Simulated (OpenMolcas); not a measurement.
# CH3ClFIn: single-point calculation (part 2 of 2)

CH3ClFIn, SMILES [CH3][In]([F])[Cl]; HF/ANO-R0, RHF, sfX2C (OpenMolcas 26.06). The geometry comes from this level: PBE0-D4/def2-TZVP.

Geometry of the input (Å):
```
C  -0.3908  0.9514  0.4273
In 0.3910  -0.8461  -0.3843
F  2.3060  -1.1255  -0.6005
Cl -0.7284  -2.7287  -1.1355
H  -1.1129  1.3730  -0.2708
H  -0.8913  0.7257  1.3685
H  0.4263  1.6504  0.5952
```

**The program's output, continued**
```
++    Natural Bond Order analysis
      ---------------------------
      Based on LoProp computed density
      -------------------------------------------------------------------------------------
      Atom A       Atom B       Bond Order
      -------------------------------------------------------------------------------------
      NBO located      0.997 non-bonded electrons on atom C1
      NBO located      0.917 non-bonded electrons on atom C1
      NBO located      1.014 non-bonded electrons on atom IN2
      NBO located      1.003 non-bonded electrons on atom IN2
      NBO located      0.995 non-bonded electrons on atom IN2
      NBO located      0.996 non-bonded electrons on atom IN2
      NBO located      0.997 non-bonded electrons on atom IN2
      NBO located      0.997 non-bonded electrons on atom IN2
      NBO located      0.998 non-bonded electrons on atom IN2
      NBO located      0.999 non-bonded electrons on atom IN2
      NBO located      0.999 non-bonded electrons on atom IN2
      NBO located      1.000 non-bonded electrons on atom IN2
      NBO located      1.000 non-bonded electrons on atom IN2
      NBO located      1.000 non-bonded electrons on atom IN2
      NBO located      1.000 non-bonded electrons on atom IN2
      NBO located      1.000 non-bonded electrons on atom IN2
      NBO located      1.000 non-bonded electrons on atom IN2
      NBO located      1.000 non-bonded electrons on atom IN2
      NBO located      1.000 non-bonded electrons on atom IN2
      NBO located      1.000 non-bonded electrons on atom IN2
      NBO located      1.000 non-bonded electrons on atom IN2
      NBO located      1.000 non-bonded electrons on atom IN2
      NBO located      1.000 non-bonded electrons on atom IN2
      NBO located      1.000 non-bonded electrons on atom IN2
      NBO located      1.000 non-bonded electrons on atom IN2
      NBO located      1.000 non-bonded electrons on atom F3
      NBO located      1.004 non-bonded electrons on atom F3
      NBO located      0.956 non-bonded electrons on atom F3
      NBO located      1.008 non-bonded electrons on atom CL4
      NBO located      0.999 non-bonded electrons on atom CL4
      NBO located      1.000 non-bonded electrons on atom CL4
      NBO located      1.000 non-bonded electrons on atom CL4
      NBO located      1.000 non-bonded electrons on atom CL4
      NBO located      1.000 non-bonded electrons on atom CL4
      The remaining    9.180 electrons are to be considered as diffuse
--

++    Molecular properties:
      ---------------------

      Charge (e):
                      =   -0.0000
      Dipole Moment (debye):
      Origin of the operator (angstrom)=    0.3099   -1.0812   -0.4809
                   X= -1.1045E-01               Y=  1.6430E+00               Z=  7.0737E-01           Total=  1.7922E+00
      Quadrupole Moment (debye*angstrom):
      Origin of the operator (angstrom)=    0.3099   -1.0812   -0.4809
                  XX= -5.8019E+01              XY= -6.2690E-01              XZ=  2.3318E-01              YY= -5.8259E+01
                  YZ= -4.3463E+00              ZZ= -4.9932E+01
      In traceless form (debye*angstrom)
                  XX= -3.9240E+00              XY= -9.4035E-01              XZ=  3.4977E-01              YY= -4.2832E+00
                  YZ= -6.5195E+00              ZZ=  8.2072E+00
--

--- Stop Module: scf /rc=_RC_ALL_IS_WELL_ ---

--- Start Module: localisation ---

                                           &LOCALISATION

                       available to each process: 1.9 GB of memory, 1 thread

 Header from vector file:

* SCF orbitals

 Pipek-Mezey localisation
 Convergence threshold:   1.0000E-06 (functional)
 Convergence threshold:   1.0000E-02 (gradient)
 Screening threshold  :   1.0000E-10 (orbital rotations)
 Frozen orbitals      :     25
 Orbitals to localise :     17

 CPU  time for localisation procedure:      0.00 seconds

++    Molecular orbitals:
      -------------------

      Title: Final localised MO's

      Molecular orbitals for symmetry species 1: a

      Basis set list:
        1 C1     1s                 11 IN2    2px                21 IN2    4pz                31 IN2    3d2+               41 CL4    2px
        2 C1     2s                 12 IN2    3px                22 IN2    5pz                32 IN2    4d2+               42 CL4    3px
        3 C1     2px                13 IN2    4px                23 IN2    3d2-               33 F3     1s                 43 CL4    2py
        4 C1     2py                14 IN2    5px                24 IN2    4d2-               34 F3     2s                 44 CL4    3py
        5 C1     2pz                15 IN2    2py                25 IN2    3d1-               35 F3     2px                45 CL4    2pz
        6 IN2    1s                 16 IN2    3py                26 IN2    4d1-               36 F3     2py                46 CL4    3pz
        7 IN2    2s                 17 IN2    4py                27 IN2    3d0                37 F3     2pz                47 H5     1s
        8 IN2    3s                 18 IN2    5py                28 IN2    4d0                38 CL4    1s                 48 H6     1s
        9 IN2    4s                 19 IN2    2pz                29 IN2    3d1+               39 CL4    2s                 49 H7     1s
       10 IN2    5s                 20 IN2    3pz                30 IN2    4d1+               40 CL4    3s

  Index Energy  Occupation Coefficients ...

    1-1032.1000    2.0000          6 IN2    1s     ( 0.987),

    2 -157.9500    2.0000          7 IN2    2s     ( 0.973),

    3 -141.6000    2.0000         19 IN2    2pz    ( 0.918),

    4 -141.6000    2.0000         11 IN2    2px    ( 0.846),    15 IN2    2py    ( 0.504),

    5 -141.6000    2.0000         11 IN2    2px    (-0.531),    15 IN2    2py    ( 0.769),

    6 -105.0000    2.0000         38 CL4    1s     ( 0.999),

    7  -31.4960    2.0000          8 IN2    3s     ( 0.981),

    8  -25.9980    2.0000         20 IN2    3pz    ( 0.918),

    9  -25.9940    2.0000         12 IN2    3px    ( 0.835),    16 IN2    3py    ( 0.518),

   10  -25.9930    2.0000         12 IN2    3px    (-0.547),    16 IN2    3py    ( 0.759),

   11  -25.8540    2.0000         33 F3     1s     ( 1.000),

   12  -17.4460    2.0000         25 IN2    3d1-   ( 0.583),    27 IN2    3d0    (-0.767),

   13  -17.4450    2.0000         29 IN2    3d1+   ( 0.788),

   14  -17.4440    2.0000         25 IN2    3d1-   ( 0.569),    27 IN2    3d0    ( 0.568),    29 IN2    3d1+   (-0.465),

   15  -17.4410    2.0000         23 IN2    3d2-   ( 0.477),    31 IN2    3d2+   (-0.789),

   16  -17.4410    2.0000         23 IN2    3d2-   ( 0.763),    31 IN2    3d2+   ( 0.454),

   17  -11.2610    2.0000          1 C1     1s     ( 1.000),

   18  -10.4590    2.0000         39 CL4    2s     ( 0.999),

   19   -7.8571    2.0000         41 CL4    2px    ( 0.462),    43 CL4    2py    ( 0.823),

   20   -7.8539    2.0000         45 CL4    2pz    ( 0.918),

   21   -7.8535    2.0000         41 CL4    2px    ( 0.886),

   22   -5.4105    2.0000          9 IN2    4s     ( 0.995),

   23   -3.6886    2.0000         21 IN2    4pz    ( 0.918),

   24   -3.6867    2.0000         13 IN2    4px    ( 0.695),    17 IN2    4py    ( 0.673),

   25   -3.6837    2.0000         13 IN2    4px    (-0.717),    17 IN2    4py    ( 0.626),

   26    0.0000    2.0000         34 F3     2s     ( 0.954),

   27    0.0000    2.0000         24 IN2    4d2-   (-0.637),    32 IN2    4d2+   ( 0.672),

   28    0.0000    2.0000         24 IN2    4d2-   (-0.651),    26 IN2    4d1-   ( 0.377),    32 IN2    4d2+   (-0.607),

   29    0.0000    2.0000         26 IN2    4d1-   ( 0.629),    28 IN2    4d0    ( 0.394),    30 IN2    4d1+   ( 0.552),    32 IN2    4d2+   ( 0.339),

   30    0.0000    2.0000         28 IN2    4d0    (-0.799),    30 IN2    4d1+   ( 0.565),

   31    0.0000    2.0000         24 IN2    4d2-   ( 0.323),    26 IN2    4d1-   ( 0.639),    28 IN2    4d0    (-0.444),    30 IN2    4d1+   (-0.469),

   32    0.0000    2.0000         40 CL4    3s     ( 0.957),

   33    0.0000    2.0000          2 C1     2s     ( 0.395),     3 C1     2px    (-0.350),     5 C1     2pz    (-0.338),    47 H5     1s     ( 0.570),

   34    0.0000    2.0000          2 C1     2s     ( 0.402),     3 C1     2px    ( 0.398),     4 C1     2py    ( 0.337),    49 H7     1s     ( 0.569),

   35    0.0000    2.0000          2 C1     2s     ( 0.394),     5 C1     2pz    ( 0.458),    48 H6     1s     ( 0.571),

   36    0.0000    2.0000          2 C1     2s     (-0.361),     4 C1     2py    ( 0.526),    10 IN2    5s     (-0.408),

   37    0.0000    2.0000         36 F3     2py    ( 0.891),

   38    0.0000    2.0000         37 F3     2pz    (-0.883),

   39    0.0000    2.0000         35 F3     2px    (-0.747),

   40    0.0000    2.0000         42 CL4    3px    ( 0.328),    44 CL4    3py    ( 0.612),

   41    0.0000    2.0000         46 CL4    3pz    (-0.882),

   42    0.0000    2.0000         42 CL4    3px    (-0.871),

   43    0.0526    0.0000         22 IN2    5pz    (-0.955),

   44    0.1065    0.0000          2 C1     2s     ( 0.702),    10 IN2    5s     (-0.882),    44 CL4    3py    ( 0.450),

   45    0.2072    0.0000          2 C1     2s     (-1.006),    18 IN2    5py    ( 0.532),    47 H5     1s     ( 0.506),

   46    0.2318    0.0000         14 IN2    5px    ( 1.006),

   47    0.3518    0.0000          4 C1     2py    (-0.737),    18 IN2    5py    (-1.146),

   48    0.3646    0.0000          5 C1     2pz    ( 1.058),    47 H5     1s     ( 1.178),    48 H6     1s     (-1.294),

   49    0.3683    0.0000          3 C1     2px    ( 1.069),    47 H5     1s     ( 0.815),    49 H7     1s     (-1.445),

--

--- Stop Module: localisation /rc=_RC_ALL_IS_WELL_ ---

--- Start Module: localisation ---

                                           &LOCALISATION

                       available to each process: 1.9 GB of memory, 1 thread

 Header from vector file:

*Localised orbitals

 Pipek-Mezey localisation
 Convergence threshold:   1.0000E-06 (functional)
 Convergence threshold:   1.0000E-02 (gradient)
 Screening threshold  :   1.0000E-10 (orbital rotations)
 Frozen orbitals      :     42
 Orbitals to localise :      7

 CPU  time for localisation procedure:      0.00 seconds

++    Molecular orbitals:
      -------------------

      Title: Final localised MO's

      Molecular orbitals for symmetry species 1: a

      Basis set list:
        1 C1     1s                 11 IN2    2px                21 IN2    4pz                31 IN2    3d2+               41 CL4    2px
        2 C1     2s                 12 IN2    3px                22 IN2    5pz                32 IN2    4d2+               42 CL4    3px
        3 C1     2px                13 IN2    4px                23 IN2    3d2-               33 F3     1s                 43 CL4    2py
        4 C1     2py                14 IN2    5px                24 IN2    4d2-               34 F3     2s                 44 CL4    3py
        5 C1     2pz                15 IN2    2py                25 IN2    3d1-               35 F3     2px                45 CL4    2pz
        6 IN2    1s                 16 IN2    3py                26 IN2    4d1-               36 F3     2py                46 CL4    3pz
        7 IN2    2s                 17 IN2    4py                27 IN2    3d0                37 F3     2pz                47 H5     1s
        8 IN2    3s                 18 IN2    5py                28 IN2    4d0                38 CL4    1s                 48 H6     1s
        9 IN2    4s                 19 IN2    2pz                29 IN2    3d1+               39 CL4    2s                 49 H7     1s
       10 IN2    5s                 20 IN2    3pz                30 IN2    4d1+               40 CL4    3s

  Index Energy  Occupation Coefficients ...

    1-1032.1000    2.0000          6 IN2    1s     ( 0.987),

    2 -157.9500    2.0000          7 IN2    2s     ( 0.973),

    3 -141.6000    2.0000         19 IN2    2pz    ( 0.918),

    4 -141.6000    2.0000         11 IN2    2px    ( 0.846),    15 IN2    2py    ( 0.504),

    5 -141.6000    2.0000         11 IN2    2px    (-0.531),    15 IN2    2py    ( 0.769),

    6 -105.0000    2.0000         38 CL4    1s     ( 0.999),

    7  -31.4960    2.0000          8 IN2    3s     ( 0.981),

    8  -25.9980    2.0000         20 IN2    3pz    ( 0.918),

    9  -25.9940    2.0000         12 IN2    3px    ( 0.835),    16 IN2    3py    ( 0.518),

   10  -25.9930    2.0000         12 IN2    3px    (-0.547),    16 IN2    3py    ( 0.759),

   11  -25.8540    2.0000         33 F3     1s     ( 1.000),

   12  -17.4460    2.0000         25 IN2    3d1-   ( 0.583),    27 IN2    3d0    (-0.767),

   13  -17.4450    2.0000         29 IN2    3d1+   ( 0.788),

   14  -17.4440    2.0000         25 IN2    3d1-   ( 0.569),    27 IN2    3d0    ( 0.568),    29 IN2    3d1+   (-0.465),

   15  -17.4410    2.0000         23 IN2    3d2-   ( 0.477),    31 IN2    3d2+   (-0.789),

   16  -17.4410    2.0000         23 IN2    3d2-   ( 0.763),    31 IN2    3d2+   ( 0.454),

   17  -11.2610    2.0000          1 C1     1s     ( 1.000),

   18  -10.4590    2.0000         39 CL4    2s     ( 0.999),

   19   -7.8571    2.0000         41 CL4    2px    ( 0.462),    43 CL4    2py    ( 0.823),

   20   -7.8539    2.0000         45 CL4    2pz    ( 0.918),

   21   -7.8535    2.0000         41 CL4    2px    ( 0.886),

   22   -5.4105    2.0000          9 IN2    4s     ( 0.995),

   23   -3.6886    2.0000         21 IN2    4pz    ( 0.918),

   24   -3.6867    2.0000         13 IN2    4px    ( 0.695),    17 IN2    4py    ( 0.673),

   25   -3.6837    2.0000         13 IN2    4px    (-0.717),    17 IN2    4py    ( 0.626),

   26    0.0000    2.0000         34 F3     2s     ( 0.954),

   27    0.0000    2.0000         24 IN2    4d2-   (-0.637),    32 IN2    4d2+   ( 0.672),

   28    0.0000    2.0000         24 IN2    4d2-   (-0.651),    26 IN2    4d1-   ( 0.377),    32 IN2    4d2+   (-0.607),

   29    0.0000    2.0000         26 IN2    4d1-   ( 0.629),    28 IN2    4d0    ( 0.394),    30 IN2    4d1+   ( 0.552),    32 IN2    4d2+   ( 0.339),

   30    0.0000    2.0000         28 IN2    4d0    (-0.799),    30 IN2    4d1+   ( 0.565),

   31    0.0000    2.0000         24 IN2    4d2-   ( 0.323),    26 IN2    4d1-   ( 0.639),    28 IN2    4d0    (-0.444),    30 IN2    4d1+   (-0.469),

   32    0.0000    2.0000         40 CL4    3s     ( 0.957),

   33    0.0000    2.0000          2 C1     2s     ( 0.395),     3 C1     2px    (-0.350),     5 C1     2pz    (-0.338),    47 H5     1s     ( 0.570),

   34    0.0000    2.0000          2 C1     2s     ( 0.402),     3 C1     2px    ( 0.398),     4 C1     2py    ( 0.337),    49 H7     1s     ( 0.569),

   35    0.0000    2.0000          2 C1     2s     ( 0.394),     5 C1     2pz    ( 0.458),    48 H6     1s     ( 0.571),

   36    0.0000    2.0000          2 C1     2s     (-0.361),     4 C1     2py    ( 0.526),    10 IN2    5s     (-0.408),

   37    0.0000    2.0000         36 F3     2py    ( 0.891),

   38    0.0000    2.0000         37 F3     2pz    (-0.883),

   39    0.0000    2.0000         35 F3     2px    (-0.747),

   40    0.0000    2.0000         42 CL4    3px    ( 0.328),    44 CL4    3py    ( 0.612),

   41    0.0000    2.0000         46 CL4    3pz    (-0.882),

   42    0.0000    2.0000         42 CL4    3px    (-0.871),

   43    0.0000    0.0000         22 IN2    5pz    (-0.954),

   44    0.0000    0.0000         10 IN2    5s     ( 0.472),    14 IN2    5px    (-0.483),    18 IN2    5py    (-0.921),    40 CL4    3s     (-0.584),
                                  44 CL4    3py    (-0.554),

   45    0.0000    0.0000         47 H5     1s     (-1.556),

   46    0.0000    0.0000         14 IN2    5px    ( 0.982),    35 F3     2px    ( 0.534),

   47    0.0000    0.0000          4 C1     2py    (-0.745),    10 IN2    5s     (-0.906),    18 IN2    5py    (-0.848),

   48    0.0000    0.0000          5 C1     2pz    ( 0.849),    48 H6     1s     (-1.556),

   49    0.0000    0.0000         49 H7     1s     (-1.562),

--

--- Stop Module: localisation /rc=_RC_ALL_IS_WELL_ ---

.##################.
.# Happy landing! #.
.##################.

    Timing: Wall=5.32 User=4.59 System=0.69
```

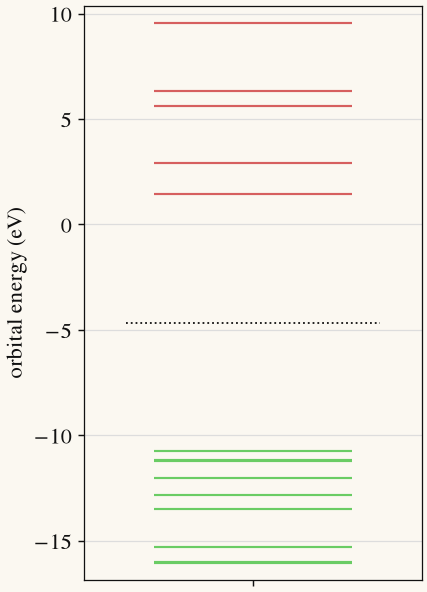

Figure 1. Orbital energies near the frontier; the dotted line parts filled from empty levels, and levels within 0.02 eV of each other stand side by side. Highest filled −10.73 eV, lowest empty 1.43 eV, 12.16 eV apart.

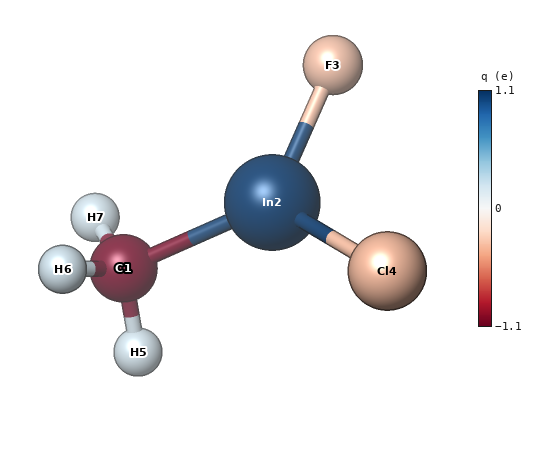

Figure 2. Mulliken charges, as the colour of each atom (ball-and-stick view, seen at a tilt; atoms are numbered from 1 in the order of the input). By element: C −1.07, In +1.06, F −0.34, Cl −0.34 and H +0.23 e.

**Results in brief**

| quantity | value |
| --- | --- |
| outcome | converged |
| total energy | −6478.026393 hartree |
| basis functions | 49 |
| HOMO | −10.73 eV |
| LUMO | 1.43 eV |
| dipole moment | 1.79 debye |
| hardware | 1 thread of Intel Xeon (Granite Rapids), 64 GiB of memory available, shared host |
| wall time | 5.7 s |
| peak memory | 0.41 GiB |
